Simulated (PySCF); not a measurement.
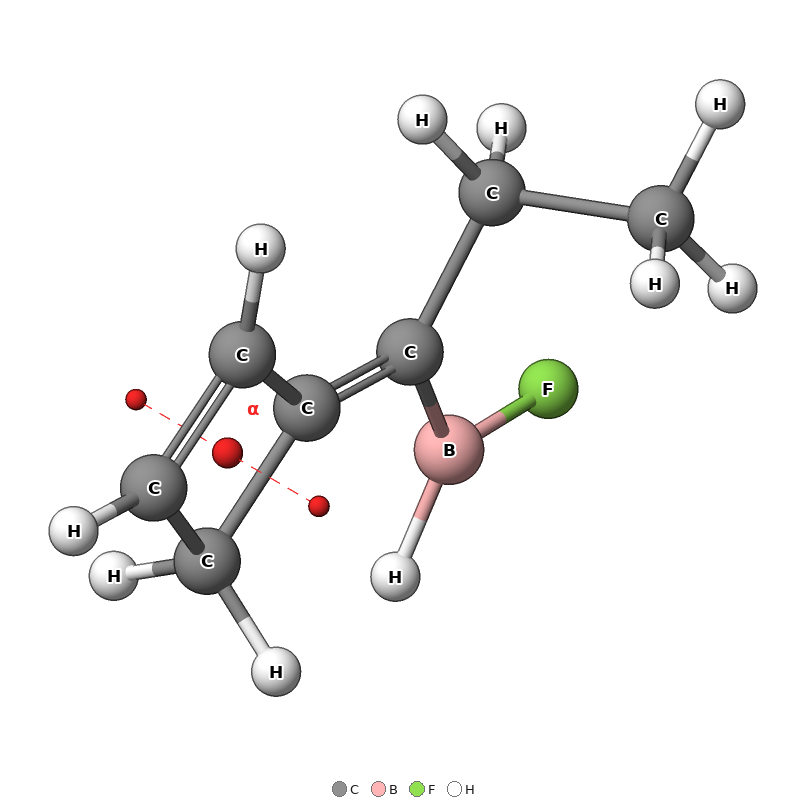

The small points mark where nucleus-independent chemical shifts (NICS) were computed: at the centre of each lettered ring and 1 Å above and below it. The geometry was computed by an optimisation with GFN2-xTB. No frequency run is at hand to confirm it as a minimum. Properties computed with GIAO PBE0/pcSseg-1 NMR shielding, non-relativistic, gas phase (PySCF 2.14.0).

Give NICS(0), NICS(1) and the out-of-plane component NICS(1)zz for each ring (means of the two sides).

```
ring  members  NICS(0)  NICS(1)  NICS(1)zz
   α       C4      4.2     −2.5        0.7
```

Values in ppm.

The geometry is semi-empirical. Around B such bond lengths and angles can be off by a tenth of an ångström or more and by several degrees, and values that hang on the shape move with them.
